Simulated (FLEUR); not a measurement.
## GdN: which magnetic order is lowest

A self-consistent run ends on one state, which hangs on the start. Several orders of GdN are started in FLEUR and their energies compared.

Method: LDA (VWN) with U = 6.7 eV, J = 0.7 eV on Gd f; all-electron FLAPW, Dirac cores, scalar-relativistic bands, in FLEUR MaX-R8.1.

The database entry behind the starting cell differs from later determinations by our own check (about 0.3 % long), so it need not match the best structure at ambient conditions.

## Step 1: Starting point

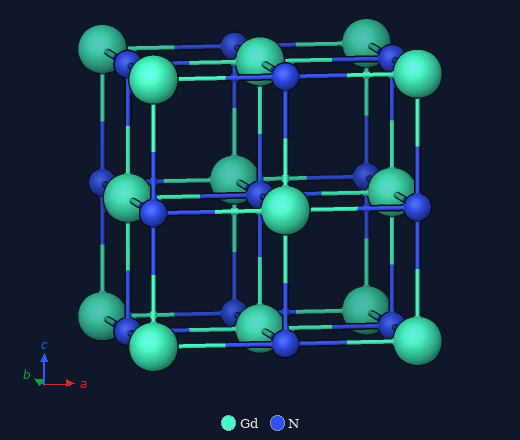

The starting structure, seen slightly off an axis (gadolinium teal, nitrogen blue). This picture shows the conventional cell, with its axes. Some periodic images of atoms are drawn too.

Coordinates:

```xyz
2
Lattice="0.0000 2.4995 2.4995 2.4995 0.0000 2.4995 2.4995 2.4995 0.0000" Properties=species:S:1:pos:R:3 pbc="T T T"
Gd    0.0000    0.0000    0.0000
N     2.4995    2.4995    2.4995
```

## Step 2: Start 1: ferro +

The parallel start comes first: it shows whether parallel moments hold. A Hubbard U acts on the open shell, since semilocal functionals spread its electrons too much.

The file n_mmp_mat seeds the f occupations with whole cubic orbitals by Hund's first rule, so that the U acts from the first pass. inpgen writes inp.xml from crystal.txt; cutoffs, mixing, functional, smearing and local orbitals are then set in the file. The k list default-1 (kpts.xml, not shown) is a Γ-centred 8×8×8 mesh; where the ranks do not divide the number of points, some are split in two of half the weight.

File inp.xml:

```
<?xml version="1.0" encoding="UTF-8" standalone="no"?>
<fleurInput fleurInputVersion="0.39">
   <comment>
      GdN
   </comment>
   <calculationSetup>
      <cutoffs Kmax="3.61" Gmax="10.8" GmaxXC="10.8" numbands="0"/>
      <scfLoop itmax="130" minDistance="0.0001" maxIterBroyd="15" imix="Anderson" alpha="0.05" precondParam="0.0" spinf="2.0" sdNocoIR="T"/>
      <coreElectrons ctail="T" frcor="F" kcrel="0" coretail_lmax="0"/>
      <xcFunctional name="vwn" relativisticCorrections="F"/>
      <magnetism jspins="2"/>
      <soc l_soc="F" theta="0.0" phi="0.0" spav="F"/>
      <expertModes spex="0" secvar="F"/>
      <geometryOptimization l_f="F" forcealpha="1.0" forcemix="BFGS" epsdisp="0.00001" epsforce="0.00001"/>
      <ldaU l_linMix="F" mixParam="0.05" spinf="1.0"/>
   </calculationSetup>
   <cell>
      <bzIntegration valenceElectrons="23.0" mode="hist" fermiSmearingEnergy="0.00110248">
         <kPointListSelection listName="default-1"/>
         <xi:include xmlns:xi="http://www.w3.org/2001/XInclude" href="kpts.xml"> </xi:include>
      </bzIntegration>
      <xi:include xmlns:xi="http://www.w3.org/2001/XInclude" href="sym.xml"> </xi:include>
      <bulkLattice scale="1.0">
         <bravaisMatrix>
            <row-1>    0.0000000000000000     4.7233704484376995     4.7233704484376995</row-1>
            <row-2>    4.7233704484376995     0.0000000000000000     4.7233704484376995</row-2>
            <row-3>    4.7233704484376995     4.7233704484376995     0.0000000000000000</row-3>
         </bravaisMatrix>
      </bulkLattice>
   </cell>
   <atomSpecies>
      <species name="Gadolinium7.000" element="Gd" atomicNumber="64">
         <mtSphere radius="2.8" gridPoints="925" logIncrement="0.014"/>
         <atomicCutoffs lmax="10" lnonsphr="8"/>
         <electronConfig flipSpins="F">
            <coreConfig>(1s1/2) (2s1/2) (2p1/2) (2p3/2) (3s1/2) (3p1/2) (3p3/2) (4s1/2) (3d3/2) (3d5/2) (4p1/2) (4p3/2) (4d3/2) (4d5/2)</coreConfig>
            <valenceConfig>(5s1/2) (5p1/2) (5p3/2) (6s1/2) (4f5/2) (4f7/2) (5d3/2) (5d5/2)</valenceConfig>
            <stateOccupation state="(4f5/2)" spinUp="2.5" spinDown="0.5"/>
            <stateOccupation state="(4f7/2)" spinUp="4.0" spinDown="0.0"/>
            <stateOccupation state="(5d3/2)" spinUp="0.4" spinDown="0.0"/>
            <stateOccupation state="(5d5/2)" spinUp="0.6" spinDown="0.0"/>
         </electronConfig>
         <energyParameters s="6" p="6" d="5" f="4"/>
         <ldaU l="3" U="6.7" J="0.7" l_amf="F"/>
         <lo type="SCLO" l="0" n="5" eDeriv="0"/>
         <lo type="SCLO" l="1" n="5" eDeriv="0"/>
      </species>
      <species name="Nitrogen (N)" element="N" atomicNumber="7">
         <mtSphere radius="1.66" gridPoints="549" logIncrement="0.019"/>
         <atomicCutoffs lmax="6" lnonsphr="4"/>
         <electronConfig flipSpins="F">
            <coreConfig>(1s1/2)</coreConfig>
            <valenceConfig>(2s1/2) (2p1/2) (2p3/2)</valenceConfig>
            <stateOccupation state="(2p1/2)" spinUp="0.500000" spinDown="0.500000"/>
            <stateOccupation state="(2p3/2)" spinUp="1.000000" spinDown="1.000000"/>
         </electronConfig>
         <energyParameters s="2" p="2" d="3" f="4"/>
      </species>
   </atomSpecies>
   <atomGroups>
      <atomGroup species="Gadolinium7.000">
         <relPos label="                   1">.0000000000 .0000000000 .0000000000</relPos>
         <force calculate="T" relaxXYZ="TTT"/>
      </atomGroup>
      <atomGroup species="Nitrogen (N)">
         <relPos label="                   2">1.000/2.000 1.000/2.000 1.000/2.000</relPos>
         <force calculate="T" relaxXYZ="TTT"/>
      </atomGroup>
   </atomGroups>
   <output dos="F" band="F" slice="F">
      <bandDOS minEnergy="-.5*Htr" maxEnergy="0.5*Htr" sigma="0.015" storeEVData="T"/>
      <plotting iplot="0" polar="F">
         <plot TwoD="T" vec1="  1.0  0.0  0.0" vec2="  0.0  1.0  0.0" vec3="  0.0  0.0  1.0" zero="  0.0  0.0  0.0" file="plot"/>
      </plotting>
      <moessbauerParams electricFieldGradient="F" isomerShift="F" coreHyperfine="F" valenceHyperfine="F"/>
   </output>
</fleurInput>
```

File crystal.txt:

```
GdN
&input film=F cartesian=F /
0.00000000000  2.49950000000  2.49950000000
2.49950000000  0.00000000000  2.49950000000
2.49950000000  2.49950000000  0.00000000000
1.8897261246
1.0 1.0 1.0

2
64 0.00000000000  0.00000000000  0.00000000000 : 7.000
7 0.50000000000  0.50000000000  0.50000000000

&kpt div1=8 div2=8 div3=8 gamma=T /
```

On the command line:

```sh
$ OMP_NUM_THREADS=1 inpgen -f crystal.txt > inpgen.log  # inp.xml is then edited as shown
$ OMP_NUM_THREADS=1 mpirun -n 4 fleur_MPI > fleur.log
```

The log of the run:

```text
Welcome to FLEUR        (www.flapw.de)
      MaX-Release 8.1          (www.max-centre.eu)

 ========== k-point set info ==========
 Selected k-point list: default-1
 k-point list type: mesh
 0 x 0 x 0
 Number of k points: 32

 ------------Calculation Setup---------------------------
 Number of MPI-tasks      :            4
 Number of PE/node        :            4
 Number of OMP-threads    :            1
 k-points in parallel     :            4
 pe's per k-point         :            1
 No of k-point loops      :            8
 Eigenvalue solver        :       lapack
 Number of basis functions:          188
 Approximate size of matrices (H+S) per k-point:         0.001 GB
 --------------------------------------------------------
 Iteration:     1   Distance:      27.27864845 me/bohr^3
 Iteration:     2   Distance:      26.26784447 me/bohr^3
 Iteration:     3   Distance:      19.84328680 me/bohr^3
 Iteration:     4   Distance:      14.17371785 me/bohr^3
 Iteration:     5   Distance:       2.57967997 me/bohr^3
 Iteration:     6   Distance:       1.09007876 me/bohr^3
 Iteration:     7   Distance:       0.86537285 me/bohr^3
 Iteration:     8   Distance:       0.46574229 me/bohr^3
 Iteration:     9   Distance:       0.04324662 me/bohr^3
 Iteration:    10   Distance:       0.02962199 me/bohr^3
 Iteration:    11   Distance:       0.00700546 me/bohr^3
 Iteration:    12   Distance:       0.00175415 me/bohr^3
 Iteration:    13   Distance:       0.00148475 me/bohr^3
 Iteration:    14   Distance:       0.00084596 me/bohr^3
 Iteration:    15   Distance:       0.00025641 me/bohr^3
 Iteration:    16   Distance:       0.00024674 me/bohr^3
 Iteration:    17   Distance:       0.00019789 me/bohr^3
 Iteration:    18   Distance:       0.00003312 me/bohr^3

 ********************************************************************
 Run finished successfully
 Stop message:
   all done
 ********************************************************************

--- out.xml (last complete iteration) ---
<iteration numberForCurrentRun="   18" overallNumber="   18">
         [... left out ...]
         <bandgap value="0.1399026291" units="eV"/>
         <sumValenceSingleParticleEnergies value="-2.6973118451" units="Htr"/>
         <FermiEnergy value="0.3286839949" units="Htr"/>
         <valenceDensity>
            <mtCharges spin="1">
               <mtCharge atomType="1" total="11.6277066" s="1.0889455" p="3.0369241" d="0.4927433" f="6.9966443"/>
               <mtCharge atomType="2" total="1.9561358" s="0.6786268" p="1.2733759" d="0.0034827" f="0.0005360"/>
            </mtCharges>
            <mtCharges spin="2">
               <mtCharge atomType="1" total="4.5836858" s="1.0815908" p="3.0135345" d="0.3999687" f="0.0753992"/>
               <mtCharge atomType="2" total="2.0603790" s="0.6878808" p="1.3695078" d="0.0025050" f="0.0004024"/>
            </mtCharges>
            <spinDependentCharge spin="1" total="15.0000655" interstitial="1.4162230" mtSpheres="13.5838425"/>
            <spinDependentCharge spin="2" total="7.9999345" interstitial="1.3558697" mtSpheres="6.6440648"/>
            <totalCharge value="23.0000000000"/>
         </valenceDensity>
         [... left out ...]
         <allElectronCharges>
            <spinDependentCharge spin="1" total="39.0000655" interstitial="1.4162280" mtSpheres="37.5838375"/>
            <spinDependentCharge spin="2" total="31.9999345" interstitial="1.3558759" mtSpheres="30.6440586"/>
            <totalCharge value="70.9999999918"/>
         </allElectronCharges>
         <magneticMomentsInMTSpheres units="muBohr">
            <globalMagMoment atomType="1" vec="0.00000   0.00000   7.04402"/>
            <localMagMoment atomType="1" vec="0.00000   0.00000   7.04402"/>
            <globalMagMoment atomType="2" vec="0.00000   0.00000  -0.10424"/>
            <localMagMoment atomType="2" vec="0.00000   0.00000  -0.10424"/>
         </magneticMomentsInMTSpheres>
         <moessbauerParams unitsHFF="kG" unitsIS="e/bohr^3" unitsEFG="Htr/bohr^2">
         </moessbauerParams>
         <totalEnergy value="   -11327.5279427328" units="Htr">
            <sumOfEigenvalues value="    -6960.1014003067">
               <coreElectrons value="-6957.4040884616"/>
               <valenceElectrons value="-2.6973118451"/>
            </sumOfEigenvalues>
            <densityCoulombPotentialIntegral value="-18973.4095731984"/>
            <densityEffectivePotentialIntegral value="-19304.1915985686"/>
            <chargeDenXCDenIntegral value="-249.3287064422"/>
            <FockExchangeEnergyValence value="0.0000000000"/>
            <FockExchangeEnergyCore value="0.0000000000"/>
            <atomTypeDependentContributions atomType="1">
               <electronNucleiInteractionDifferentMTs value="13838.9660711846"/>
               <MadelungTerm value="-31.3374029221"/>
            </atomTypeDependentContributions>
            <atomTypeDependentContributions atomType="2">
               <electronNucleiInteractionDifferentMTs value="62.7297066207"/>
               <MadelungTerm value="-3.3225935806"/>
            </atomTypeDependentContributions>
            <dftUCorrection value="-0.7711263546"/>
            <tkbTimesEntropy value="0.0000122709"/>
            <freeEnergy value="-11327.5279550037"/>
            <extrapolationTo0K value="-11327.5279488683"/>
         </totalEnergy>
         <ldaUDensityMatrix>
            <densityMatrixFor spin="1" atomType="1" uIndex="1" l="3" U="6.70000000" J="0.70000000">
               (+1.00116,+0.00000) (+0.00000,+0.00000) (+0.00000,+0.00000) (+0.00000,+0.00000) (+0.00303,+0.00000) (+0.00000,+0.00000) (+0.00000,+0.00000)
               (+0.00000,+0.00000) (+0.99581,+0.00000) (+0.00000,+0.00000) (+0.00000,+0.00000) (+0.00000,+0.00000) (+0.00143,+0.00000) (+0.00000,+0.00000)
               (+0.00000,+0.00000) (+0.00000,+0.00000) (+0.99959,+0.00000) (+0.00000,+0.00000) (+0.00000,+0.00000) (+0.00000,+0.00000) (+0.00303,+0.00000)
               (+0.00000,+0.00000) (+0.00000,+0.00000) (+0.00000,+0.00000) (+1.00351,+0.00000) (+0.00000,+0.00000) (+0.00000,+0.00000) (+0.00000,+0.00000)
               (+0.00303,+0.00000) (+0.00000,+0.00000) (+0.00000,+0.00000) (+0.00000,+0.00000) (+0.99959,+0.00000) (+0.00000,+0.00000) (+0.00000,+0.00000)
               (+0.00000,+0.00000) (+0.00143,+0.00000) (+0.00000,+0.00000) (+0.00000,+0.00000) (+0.00000,+0.00000) (+0.99581,+0.00000) (+0.00000,+0.00000)
               (+0.00000,+0.00000) (+0.00000,+0.00000) (+0.00303,+0.00000) (+0.00000,+0.00000) (+0.00000,+0.00000) (+0.00000,+0.00000) (+1.00116,+0.00000)
            </densityMatrixFor>
            <densityMatrixFor spin="2" atomType="1" uIndex="1" l="3" U="6.70000000" J="0.70000000">
               (+0.01404,+0.00000) (+0.00000,+0.00000) (+0.00000,+0.00000) (+0.00000,+0.00000) (+0.00619,+0.00000) (+0.00000,+0.00000) (+0.00000,+0.00000)
               (+0.00000,+0.00000) (+0.00339,+0.00000) (+0.00000,+0.00000) (+0.00000,+0.00000) (+0.00000,+0.00000) (+0.00266,+0.00000) (+0.00000,+0.00000)
               (+0.00000,+0.00000) (+0.00000,+0.00000) (+0.01085,+0.00000) (+0.00000,+0.00000) (+0.00000,+0.00000) (+0.00000,+0.00000) (+0.00619,+0.00000)
               (+0.00000,+0.00000) (+0.00000,+0.00000) (+0.00000,+0.00000) (+0.01884,+0.00000) (+0.00000,+0.00000) (+0.00000,+0.00000) (+0.00000,+0.00000)
               (+0.00619,+0.00000) (+0.00000,+0.00000) (+0.00000,+0.00000) (+0.00000,+0.00000) (+0.01085,+0.00000) (+0.00000,+0.00000) (+0.00000,+0.00000)
               (+0.00000,+0.00000) (+0.00266,+0.00000) (+0.00000,+0.00000) (+0.00000,+0.00000) (+0.00000,+0.00000) (+0.00339,+0.00000) (+0.00000,+0.00000)
               (+0.00000,+0.00000) (+0.00000,+0.00000) (+0.00619,+0.00000) (+0.00000,+0.00000) (+0.00000,+0.00000) (+0.00000,+0.00000) (+0.01404,+0.00000)
            </densityMatrixFor>
         </ldaUDensityMatrix>
         <ldaUDensityMatrixConvergence>
            <distance spin="1" distance="0.000000"/>
            <distance spin="2" distance="0.000000"/>
         </ldaUDensityMatrixConvergence>
         <densityConvergence units="me/bohr^3">
            <chargeDensity spin="1" distance="0.0000191604"/>
            <chargeDensity spin="2" distance="0.0000179208"/>
            <overallChargeDensity distance="0.0000331152"/>
            <spinDensity distance="0.0000167315"/>
         </densityConvergence>
      </iteration>
```

Elapsed: 6 s, on 4 MPI ranks of AMD EPYC 9R45, shared host; peak memory 0.22 GiB.

Spin moment in the muffin-tin sphere by atom:

| atom | spin moment in the muffin-tin sphere (μB) |
| --- | --- |
| Gd1 | 7.04 |
| N2 | -0.10 |

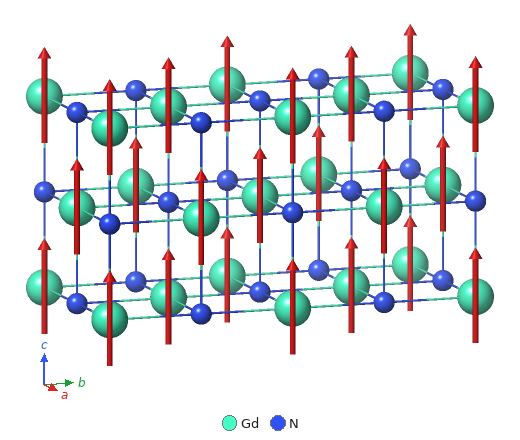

Spin moment in the muffin-tin sphere as arrows, the longest 7.04 μB. Up and down stand for the sign. Arrows give size and sign along the axis of quantisation, drawn up and down the page. 1×2×1 conventional cells are drawn. Some periodic images of atoms are drawn too.

This step gave:

```yaml
free_energy: -308237.7384 eV
program_s_band_gap_on_this_mesh_in_a_metal_only_a_level_spacing: 0.1399 eV
magnetization: 7.000 μB
final_state: ferromagnetic, with opposed induced moments
```

After 18 cycles the largest moment stands at 7.04 μB.

(Part 1 of 3 ends here.)

[Logs and program files are shortened in this print: banners, set-up blocks, solver, clock and traceback lines can be left out without a mark of their own.]

[Logs are printed without paths, hosts, clocks, repeated set-up lines and the standing remarks that a program may print on its own settings, such as how far it seeks lower states.]

[Hosts, paths, dates, database ids (printed as entryN), source tags and the programs' standing remarks are cut or masked in the printed files.]

[Where a cell is said to come from a database of computed structures, the database is the Materials Project.]
